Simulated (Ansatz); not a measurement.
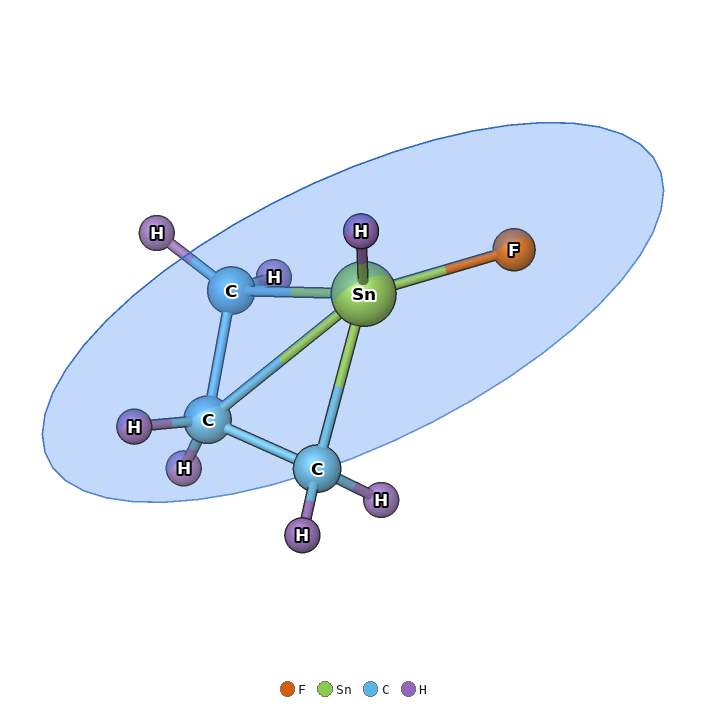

All proper rotation axes (lines) and mirror planes (discs) of the structure are drawn in. Atoms fade into the background with distance from the viewer. The geometry was computed by an optimisation with PBE0-D4/def2-TZVP. No frequency run is at hand to confirm it as a minimum.

Q: Name the symmetry elements and the point group.

A: It has 1 mirror plane. Point group Cs. The group has 2 operations. The geometry is achiral, and symmetry allows a dipole moment.
